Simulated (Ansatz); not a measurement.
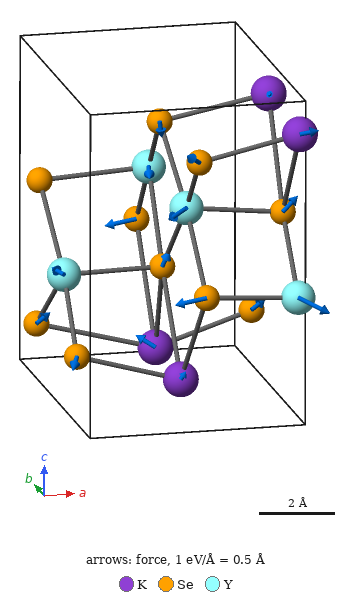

Starting geometry of solid KYSe2 (a generated structure, set up in P1) with the computed forces as blue arrows. A ball-and-stick model of the cell of the calculation, reduced to other axes, seen slightly off an axis. Lengths and directions refer to the drawn axes.

Case: shaken.

Method: DFT, PBEsol, plane waves, PAW (Ansatz 0.2.0). Set-up: plane-wave cutoff 420 eV; k-point mesh 2 × 4 × 2; occupations fermi dirac; smearing width 0.05 eV; no spin polarisation; cell and atoms relaxed; force threshold 0.01 eV/Å; at most 120 steps.

**Is this structure relaxed? If not, where do the atoms go?**

It isn't relaxed: the largest force vector, on a Y atom, is 1.98 eV/Å. The final displacements follow the starting forces only in part (cosine between the two patterns 0.77). Over 5 accepted moves (7 points after the start) the energy falls by 87.2 meV per atom. Largest force component: 1.8 eV/Å at the start, 0.0034 eV/Å at the end. The pressure goes from 2.27 to 0.01 GPa. The line search rejected the trial step at point 4 of the run. At 1 point the geometry stayed and the basis and grid were re-selected for the new cell (energy shift of less than 0.05 meV per atom at most each time). The largest move relative to the cell is that of a K atom, 0.40 Å along [−1 1 1]. By element the largest moves are K 0.40 Å, Y 0.24 Å, Se 0.22 Å. Cell: a 5.981 → 5.954 Å (−0.5 %), b 8.111 → 8.222 Å (+1.4 %), c 9.096 → 9.166 Å (+0.8 %), α 90.3° → 90.0°, β 90.1° → 90.0°. Volume +1.7 %. Among the contacts that change: Se–Y 3.419 → 2.980 Å, K–Se 2.901 → 3.323 Å, Se–Y 2.576 → 2.981 Å, K–Se 3.732 → 3.374 Å. Bond angles that change, for instance: Se–K–Se 164.1° → 179.3°, Se–K–Se 112.2° → 99.8°, Se–Y–Se 99.4° → 87.9°. The space group (tolerance 0.01 Å) goes from P1 (No. 1) to Pmmn (No. 59). Cost: 46 s on 1 × NVIDIA H100 80GB HBM3 with 2 threads of AMD EPYC 7R13 Processor (Zen 3), with other jobs on the host, peak memory 1.1 GiB.
